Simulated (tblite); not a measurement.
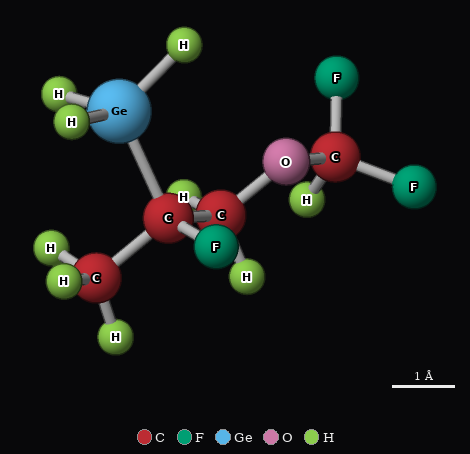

**Figure 1.** The starting structure (ball-and-stick view, seen at a tilt). Sticks mark near contacts. Bond lengths as drawn: C–C 1.51 to 1.53 Å, C–F 1.37 to 1.38 Å, C–Ge 1.95 Å, C–H 1.08 to 1.14 Å, C–O 1.38 to 1.40 Å and Ge–H 1.52 to 1.56 Å.

# Geometry relaxation, with input and output: C₄H₉F₃GeO (part 1 of 4)

C₄H₉F₃GeO, computed with GFN2-xTB geometry optimisation, gas phase (tblite 0.8.0).

It belongs to a series of runs on one base structure; here: constitutional isomer.

## Output
```
step      E/eV     max force
  0    -906.74573    2.624
  1    -906.97444    0.993
  2    -907.05494    0.637
  3    -907.08624    0.595
  4    -907.11974    0.397
  5    -907.13737    0.368
  6    -907.15539    0.300
  7    -907.17087    0.336
  8    -907.18690    0.330
  9    -907.19979    0.317
 10    -907.21023    0.256
 11    -907.21956    0.249
 12    -907.22877    0.212
 13    -907.23679    0.214
 14    -907.24394    0.201
 15    -907.25160    0.206
 16    -907.26048    0.229
 17    -907.27026    0.291
 18    -907.27941    0.220
 19    -907.28689    0.195
 20    -907.29416    0.214
 21    -907.30392    0.264
 22    -907.31674    0.341
 23    -907.33001    0.281
 24    -907.34061    0.228
 25    -907.34741    0.166
 26    -907.35280    0.182
 27    -907.35814    0.164
 28    -907.36212    0.133
 29    -907.36446    0.131
 30    -907.36701    0.127
 31    -907.36975    0.119
 32    -907.37357    0.116
 33    -907.37508    0.090
 34    -907.37663    0.088
 35    -907.37797    0.085
 36    -907.37977    0.113
 37    -907.38154    0.107
 38    -907.38339    0.097
 39    -907.38539    0.104
 40    -907.38770    0.141
 41    -907.39008    0.135
 42    -907.39228    0.127
 43    -907.39427    0.104
 44    -907.39621    0.109
 45    -907.39805    0.116
 46    -907.39956    0.084
 47    -907.40069    0.076
 48    -907.40152    0.082
 49    -907.40236    0.066
 50    -907.40320    0.055
 51    -907.40372    0.056
 52    -907.40440    0.060
 53    -907.40506    0.063
 54    -907.40577    0.058
 55    -907.40651    0.056
 56    -907.40738    0.086
 57    -907.40840    0.093
 58    -907.40952    0.073
 59    -907.41077    0.084
 60    -907.41229    0.089
 61    -907.41415    0.128
 62    -907.41606    0.140
 63    -907.41763    0.121
 64    -907.41899    0.096
 65    -907.42047    0.100
 66    -907.42215    0.114
 67    -907.42368    0.090
 68    -907.42468    0.073
 69    -907.42528    0.057
 70    -907.42573    0.050
 71    -907.42622    0.065
 72    -907.42684    0.071
 73    -907.42775    0.065
 74    -907.42854    0.077
 75    -907.42960    0.097
 76    -907.43058    0.101
 77    -907.43159    0.076
 78    -907.43229    0.055
 79    -907.43305    0.054
 80    -907.43364    0.055
 81    -907.43434    0.055
 82    -907.43511    0.056
 83    -907.43576    0.049
 84    -907.43610    0.034
 85    -907.43625    0.028
 86    -907.43636    0.028
 87    -907.43645    0.022
 88    -907.43653    0.019
 89    -907.43659    0.019
 90    -907.43666    0.024
 91    -907.43675    0.025
 92    -907.43683    0.021
 93    -907.43690    0.019
 94    -907.43697    0.020
 95    -907.43706    0.026
 96    -907.43718    0.026
 97    -907.43732    0.026
 98    -907.43746    0.029
 99    -907.43760    0.029
100    -907.43774    0.029
101    -907.43788    0.028
102    -907.43803    0.027
103    -907.43822    0.033
104    -907.43845    0.031
105    -907.43869    0.044
106    -907.43893    0.038
107    -907.43911    0.024
108    -907.43925    0.022
109    -907.43935    0.022
110    -907.43942    0.020
111    -907.43946    0.011
112    -907.43949    0.012
113    -907.43950    0.010
```

## Trajectory as extended XYZ (Å, eV, eV/Å), 45 of the 114 frames kept, from step=0 to step=113
```
18
Properties=species:S:1:pos:R:3:forces:R:3 step=0 energy=-906.74573
C    -1.5883   -1.3208    0.6897   -0.7950   0.3290  -0.7730
C    -0.8060   -0.0151    0.5345    0.0290  -0.9680  -0.2010
F    -0.8688    0.6747    1.7161   -0.1220   0.3740   0.4180
Ge   -1.6542    0.9549   -0.9318   -0.6030   0.9580  -0.5300
C     0.6428   -0.3055    0.2428    0.1550  -1.4690   0.5980
O     1.3689    0.8578    0.0982    2.1690   1.2970  -0.7050
C     2.7150    0.6079   -0.1890   -0.6370  -0.6790   0.2660
F     3.0649    1.1511   -1.4036   -0.1300  -0.2630   1.5180
F     3.5817    1.0243    0.8066   -1.0210   0.1350  -1.3290
H    -2.6215   -1.0254    0.9972    0.8200  -0.4910   0.1570
H    -1.1075   -2.0206    1.3641   -0.2320   0.0170   0.1200
H    -1.7041   -1.7709   -0.3231    0.2200   0.0610   0.7140
H    -0.9639    2.2826   -1.2104   -0.2030  -0.4170  -0.0830
H    -1.6464   -0.0384   -2.1280   -0.0530   0.5890   0.4620
H    -3.1107    1.2733   -0.4637    0.6960  -0.2340  -0.3630
H     0.7425   -0.9317   -0.6588   -0.2990   0.0310  -0.0310
H     1.0967   -0.8723    1.0799   -0.2850  -0.1210   0.0490
H     2.8503   -0.5197   -0.2324    0.2910   0.8540  -0.2890
18
Properties=species:S:1:pos:R:3:forces:R:3 step=3 energy=-907.08624
C    -1.6013   -1.3180    0.6754    0.1410   0.0290   0.0350
C    -0.8035   -0.0368    0.5260    0.0160   0.2180  -0.0760
F    -0.8760    0.6826    1.7217   -0.0940  -0.0680  -0.1710
Ge   -1.6744    0.9923   -0.9487    0.1550  -0.0020   0.1130
C     0.6555   -0.3310    0.2574   -0.0380   0.0620   0.0310
O     1.4143    0.8739    0.0791   -0.4630  -0.3700   0.0530
C     2.6976    0.5833   -0.1830    0.0180   0.0220  -0.0770
F     3.0682    1.1452   -1.3470    0.2070   0.1710  -0.1140
F     3.5444    1.0394    0.7564    0.0190   0.3280   0.0900
H    -2.5974   -1.0466    1.0109   -0.0530  -0.1270   0.2110
H    -1.1275   -2.0134    1.3635   -0.1280  -0.0300   0.0980
H    -1.6959   -1.7764   -0.3033    0.0340  -0.2030  -0.0630
H    -0.9720    2.2668   -1.2178    0.0240   0.0730  -0.1590
H    -1.6509   -0.0027   -2.1035   -0.0810   0.4170   0.1710
H    -3.0779    1.2619   -0.4834    0.1000  -0.0560  -0.1630
H     0.7291   -0.9317   -0.6596   -0.0840  -0.0320   0.0600
H     1.0901   -0.8850    1.0939   -0.0200  -0.1210   0.1510
H     2.8688   -0.4975   -0.2496    0.2480  -0.3090  -0.1900
18
Properties=species:S:1:pos:R:3:forces:R:3 step=5 energy=-907.13737
C    -1.5965   -1.3164    0.6734   -0.0880  -0.0330  -0.0080
C    -0.8021   -0.0306    0.5183   -0.0690  -0.0670   0.0530
F    -0.8855    0.6812    1.7119   -0.0720   0.0480  -0.0230
Ge   -1.6690    1.0063   -0.9457    0.2970  -0.0140   0.2170
C     0.6563   -0.3372    0.2646   -0.1860  -0.2650   0.0600
O     1.4009    0.8537    0.0751    0.1480  -0.0780  -0.0760
C     2.6941    0.5756   -0.1865    0.0870   0.1060  -0.0710
F     3.0831    1.1552   -1.3353   -0.0050   0.1220  -0.2680
F     3.5309    1.0676    0.7452   -0.0470   0.1090   0.2370
H    -2.5925   -1.0630    1.0304   -0.0320  -0.0250   0.0390
H    -1.1433   -2.0123    1.3700    0.0980  -0.0520   0.1300
H    -1.6906   -1.7928   -0.3002    0.0070  -0.0930   0.0160
H    -0.9726    2.2675   -1.2322    0.1030   0.2240  -0.1410
H    -1.6583    0.0393   -2.0842   -0.0440   0.1290  -0.1470
H    -3.0606    1.2542   -0.5018   -0.1660   0.0370  -0.0210
H     0.7182   -0.9350   -0.6551   -0.0430  -0.1440   0.0850
H     1.0857   -0.8980    1.1094   -0.1080  -0.0030  -0.0380
H     2.8930   -0.5089   -0.2690    0.1220  -0.0030  -0.0430
18
Properties=species:S:1:pos:R:3:forces:R:3 step=8 energy=-907.18690
C    -1.6022   -1.3271    0.6776   -0.0400  -0.1300   0.1400
C    -0.8089   -0.0394    0.5219    0.0150  -0.1600   0.0980
F    -0.9053    0.6870    1.7022   -0.0030   0.0030   0.1220
Ge   -1.6329    1.0285   -0.9199   -0.1570   0.1760  -0.1760
C     0.6433   -0.3681    0.2753    0.1710   0.0570  -0.0720
O     1.4035    0.8186    0.0588    0.0450   0.0010  -0.1250
C     2.7064    0.5789   -0.2007    0.0340   0.0040  -0.0150
F     3.0940    1.1788   -1.3499   -0.1370  -0.0330   0.1060
F     3.5046    1.1072    0.7573   -0.1220  -0.1180  -0.0940
H    -2.5935   -1.0833    1.0534   -0.0770   0.0100  -0.1000
H    -1.1471   -2.0136    1.3902    0.1010   0.0250  -0.0040
H    -1.6852   -1.8213   -0.2917   -0.0450   0.0210   0.1250
H    -0.9592    2.2978   -1.2651    0.0580   0.0810   0.0270
H    -1.6708    0.1005   -2.0874    0.0460   0.0140  -0.1800
H    -3.0585    1.2518   -0.5245    0.0720   0.0810   0.0230
H     0.6994   -0.9649   -0.6400   -0.0430  -0.2750   0.0300
H     1.0669   -0.9159    1.1246   -0.0220  -0.0660   0.0400
H     2.9366   -0.5091   -0.2938    0.1020   0.3090   0.0540
18
Properties=species:S:1:pos:R:3:forces:R:3 step=10 energy=-907.21023
C    -1.6086   -1.3405    0.6893    0.0770   0.0620   0.0820
C    -0.8121   -0.0539    0.5304    0.0370   0.1300  -0.0880
F    -0.9158    0.6894    1.7053    0.0660  -0.1420   0.0180
Ge   -1.6212    1.0498   -0.9168   -0.1200  -0.0160  -0.2120
C     0.6451   -0.3840    0.2766    0.0360   0.0230  -0.0280
O     1.4077    0.7999    0.0408   -0.2420  -0.0300  -0.0790
C     2.7147    0.5835   -0.2097   -0.1430   0.0240   0.0200
F     3.0897    1.1909   -1.3554   -0.0490   0.0470   0.0680
F     3.4842    1.1204    0.7618    0.0310  -0.0210  -0.0600
H    -2.6006   -1.0928    1.0580   -0.0720  -0.0170  -0.0600
H    -1.1396   -2.0143    1.4026    0.0330  -0.0350   0.0340
H    -1.6860   -1.8354   -0.2784   -0.0530  -0.0040   0.0920
H    -0.9467    2.3221   -1.2808    0.0100  -0.0230   0.1130
H    -1.6739    0.1335   -2.1044    0.0770   0.0550  -0.0800
H    -3.0553    1.2578   -0.5339    0.1020   0.1200   0.0420
H     0.6868   -1.0017   -0.6284   -0.0020  -0.1730   0.0750
H     1.0551   -0.9290    1.1339    0.0870  -0.0210   0.0330
H     2.9677   -0.4895   -0.3025    0.1250   0.0190   0.0320
18
Properties=species:S:1:pos:R:3:forces:R:3 step=13 energy=-907.23679
C    -1.6093   -1.3465    0.7095   -0.0240   0.0670  -0.1010
C    -0.8136   -0.0582    0.5279   -0.0490  -0.0160  -0.0790
F    -0.9168    0.6745    1.7099    0.1130  -0.0430  -0.0900
Ge   -1.6174    1.0700   -0.9366    0.1400  -0.1440   0.0740
C     0.6453   -0.4067    0.2767   -0.1590  -0.1180   0.0390
O     1.3884    0.7757    0.0072   -0.0090  -0.0650  -0.0520
C     2.7057    0.5913   -0.2180   -0.0380  -0.0190  -0.0160
F     3.0765    1.2137   -1.3542   -0.0280   0.1120  -0.0210
F     3.4618    1.1348    0.7609   -0.0560   0.1060   0.0360
H    -2.6141   -1.1061    1.0560    0.0840  -0.0020   0.0530
H    -1.1276   -2.0171    1.4219   -0.0810   0.0900   0.0170
H    -1.6934   -1.8524   -0.2500    0.0080  -0.0460  -0.0110
H    -0.9313    2.3462   -1.2817   -0.0170  -0.0840   0.1400
H    -1.6662    0.1773   -2.1387    0.0630   0.0110  -0.0770
H    -3.0405    1.2835   -0.5378    0.0090   0.1250   0.0390
H     0.6733   -1.0667   -0.6030    0.0490  -0.0010   0.0800
H     1.0532   -0.9425    1.1463    0.0700   0.1340  -0.0270
H     3.0173   -0.4646   -0.3080   -0.0750  -0.1070  -0.0060
18
Properties=species:S:1:pos:R:3:forces:R:3 step=15 energy=-907.25160
C    -1.6102   -1.3445    0.7139   -0.1030  -0.1140  -0.0700
C    -0.8172   -0.0605    0.5193   -0.0010  -0.1960   0.0540
F    -0.9067    0.6612    1.7054    0.0600   0.1040  -0.0470
Ge   -1.6078    1.0694   -0.9452    0.0530  -0.0470   0.1200
C     0.6355   -0.4255    0.2786    0.0770   0.0050  -0.0330
O     1.3726    0.7567   -0.0160    0.1300  -0.0450  -0.0510
C     2.6960    0.5937   -0.2235    0.0870  -0.0160  -0.0410
F     3.0660    1.2349   -1.3524   -0.0600   0.0130   0.0270
F     3.4447    1.1503    0.7609   -0.2010   0.0430  -0.0040
H    -2.6158   -1.1131    1.0585    0.0340   0.0610   0.0800
H    -1.1281   -2.0107    1.4332   -0.0790   0.1410  -0.0090
H    -1.6975   -1.8653   -0.2350    0.0230  -0.0640  -0.0980
H    -0.9246    2.3507   -1.2678    0.0270  -0.0640   0.1270
H    -1.6553    0.2019   -2.1641    0.0470  -0.0160  -0.0510
H    -3.0286    1.3092   -0.5362    0.0630   0.0620   0.0010
H     0.6702   -1.1042   -0.5825    0.0350  -0.0320  -0.0230
H     1.0595   -0.9391    1.1522   -0.0140   0.1210   0.0410
H     3.0385   -0.4588   -0.3108   -0.1760   0.0450  -0.0240
18
Properties=species:S:1:pos:R:3:forces:R:3 step=18 energy=-907.27941
C    -1.6252   -1.3563    0.7144   -0.0020  -0.0810   0.0750
C    -0.8198   -0.0889    0.5084    0.1250  -0.0290   0.0130
F    -0.8804    0.6495    1.6877   -0.0600   0.0720  -0.0360
Ge   -1.5814    1.0611   -0.9469   -0.0680   0.0600  -0.0440
C     0.6306   -0.4635    0.2768    0.2050   0.0530  -0.0600
O     1.3530    0.7132   -0.0710   -0.0840   0.0610  -0.0710
C     2.6848    0.5994   -0.2407   -0.0610   0.0680  -0.0250
F     3.0396    1.2787   -1.3492    0.0490  -0.0940  -0.0440
F     3.3812    1.1882    0.7636   -0.1480  -0.0640   0.0270
H    -2.6195   -1.1168    1.0755   -0.1150   0.0950  -0.0310
H    -1.1397   -1.9831    1.4583   -0.0070  -0.1160   0.0550
H    -1.7035   -1.9025   -0.2209   -0.0330  -0.0290  -0.0400
H    -0.9035    2.3513   -1.2207    0.1410  -0.0110   0.1010
H    -1.6270    0.2525   -2.2174    0.0130   0.0230   0.1350
H    -2.9940    1.3677   -0.5343    0.0910  -0.0810  -0.0310
H     0.6698   -1.1853   -0.5460    0.0660  -0.0370  -0.0700
H     1.0690   -0.9156    1.1731   -0.0460   0.0080   0.1060
H     3.0571   -0.4433   -0.3226   -0.0680   0.1020  -0.0580
18
Properties=species:S:1:pos:R:3:forces:R:3 step=21 energy=-907.30392
C    -1.6392   -1.3758    0.7245    0.0810   0.1270   0.0310
C    -0.8082   -0.1207    0.4982   -0.1230   0.0640  -0.1040
F    -0.8658    0.6496    1.6638   -0.0260  -0.0720  -0.0850
Ge   -1.5604    1.0622   -0.9505    0.1810   0.0150   0.0510
C     0.6482   -0.4944    0.2700   -0.2430  -0.0540   0.0890
O     1.3258    0.6845   -0.1339   -0.1100   0.0120  -0.0870
C     2.6638    0.6146   -0.2615   -0.1260   0.0260  -0.0470
F     3.0257    1.3047   -1.3558    0.1140   0.0200  -0.0820
F     3.2998    1.2134    0.7725   -0.0190  -0.0120   0.0480
H    -2.6346   -1.1060    1.0830    0.1090  -0.0020  -0.1490
H    -1.1537   -1.9787    1.4890   -0.0840  -0.1800  -0.0010
H    -1.7143   -1.9386   -0.2090   -0.0490   0.0680   0.2030
H    -0.8597    2.3500   -1.1618    0.1680  -0.0040   0.0660
H    -1.6003    0.3004   -2.2437   -0.0120  -0.0130   0.0850
H    -2.9526    1.4057   -0.5368   -0.0820  -0.1130   0.0110
H     0.6833   -1.2598   -0.5211    0.1450   0.1050   0.1010
H     1.0712   -0.8911    1.2043    0.0540   0.0340  -0.1030
H     3.0621   -0.4138   -0.3428    0.0220  -0.0210  -0.0260
18
Properties=species:S:1:pos:R:3:forces:R:3 step=23 energy=-907.33001
C    -1.6445   -1.3858    0.7372   -0.0030   0.0590  -0.0240
C    -0.8018   -0.1457    0.4801   -0.2150  -0.0340   0.0270
F    -0.8552    0.6490    1.6314   -0.0070  -0.0450   0.0320
Ge   -1.5314    1.0629   -0.9500    0.1840   0.0630   0.1320
C     0.6549   -0.5170    0.2670   -0.2730   0.0450   0.0490
O     1.2880    0.6677   -0.1982    0.0590  -0.0660  -0.0560
C     2.6303    0.6326   -0.2847    0.0170  -0.0770  -0.0560
F     3.0264    1.3205   -1.3691    0.0070   0.1130   0.0690
F     3.2179    1.2267    0.7841   -0.0270   0.0210  -0.0960
H    -2.6418   -1.0868    1.0730    0.1800  -0.0530  -0.0920
H    -1.1784   -1.9956    1.5147   -0.1250  -0.0080  -0.0900
H    -1.7301   -1.9627   -0.1866   -0.0210   0.0490   0.1800
H    -0.7981    2.3402   -1.0903    0.1470   0.0010   0.0200
H    -1.5752    0.3325   -2.2478   -0.0080  -0.0620  -0.0810
H    -2.9180    1.4224   -0.5371   -0.1100  -0.1170   0.0200
H     0.7177   -1.3086   -0.4971    0.0950   0.1000   0.1770
H     1.0785   -0.8596    1.2258    0.0780   0.0850  -0.2450
H     3.0521   -0.3864   -0.3641    0.0200  -0.0710   0.0330
```
